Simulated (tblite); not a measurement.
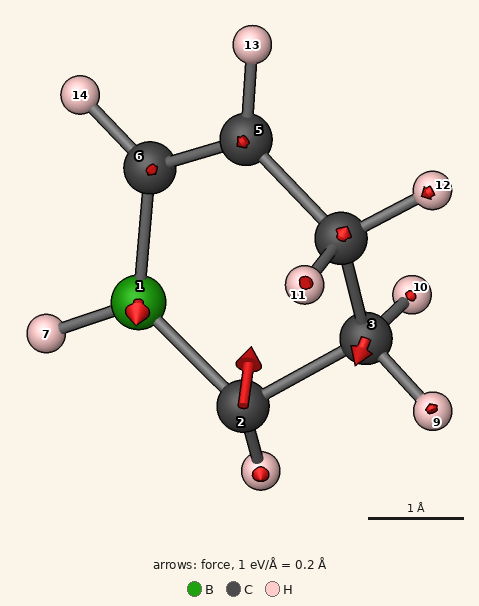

Starting geometry of C5H8B (multiplicity 2) with the computed forces as red arrows. A ball-and-stick model, seen at a tilt.

These are results of GFN2-xTB geometry optimisation, gas phase in tblite 0.8.0, not measurements. 

What follows when this structure is relaxed?

Answer. It isn't relaxed: the largest force vector, on a C atom, is 3.82 eV/Å. The final displacements follow the starting forces only in part (cosine between the two patterns 0.61). The largest move after the best rigid fit is that of a C atom, 0.35 Å. Largest moves by element: C 0.35 Å, H 0.21 Å, B 0.06 Å. Near-neighbour distances that change, for instance: B–C 1.604 → 1.504 Å, C–C 1.542 → 1.482 Å, C–H 1.119 → 1.093 Å, B–H 1.186 → 1.173 Å. Bond angles that change, for instance: B–C–H 110.2° → 123.7°, B–C–C 109.5° → 121.7°, C–C–H 119.0° → 115.1°. After 45 geometry steps the energy has fallen by 0.707 eV.
